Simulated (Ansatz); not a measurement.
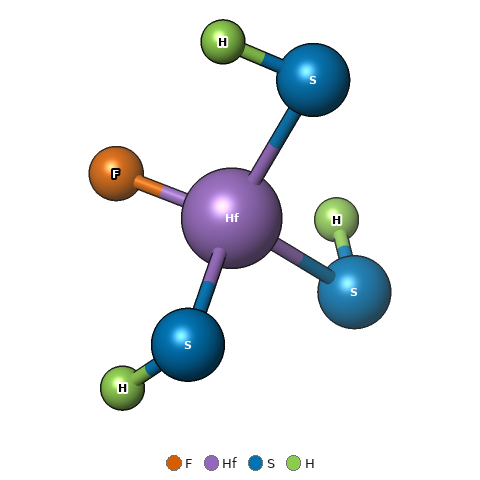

Structure of HfH₃S₃F, SMILES [F][Hf]([SH])([SH])[SH], singlet.

Kohn-Sham orbital energies near the frontier, PBE0/def2-TZVPP, the Ansatz code 0.2.0, at a PBE0-D4/def2-TZVP geometry (a minimum by its frequencies), isolated molecule; empty levels in grey, levels within 0.03 eV side by side.

> Where do the frontier orbitals lie?

HOMO at −7.86 eV, LUMO at −1.77 eV, 6.09 eV apart.

> Is the HOMO or the LUMO degenerate, or nearly so?

The HOMO stands alone and the LUMO is one of 2 levels that coincide within 0.005 eV.

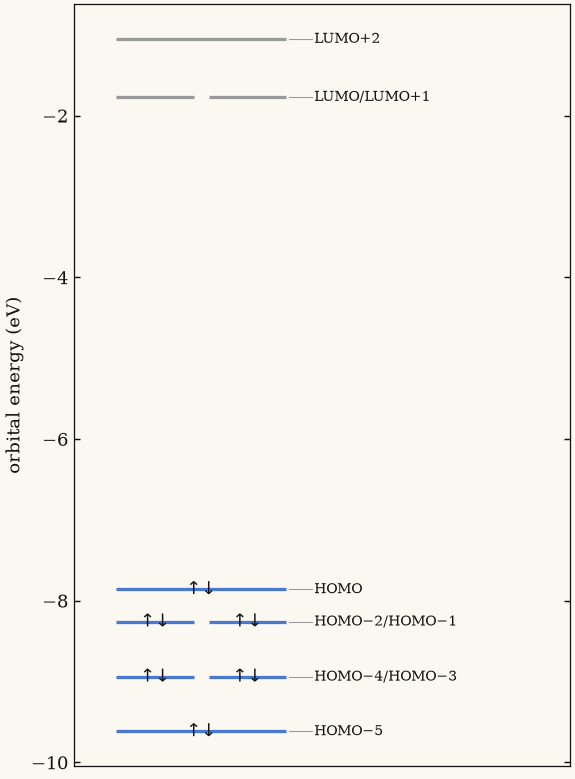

Known limits of this run: core potentials past krypton; spin-orbit coupling is left out, and with Hf it can shift these levels and split any degenerate set.
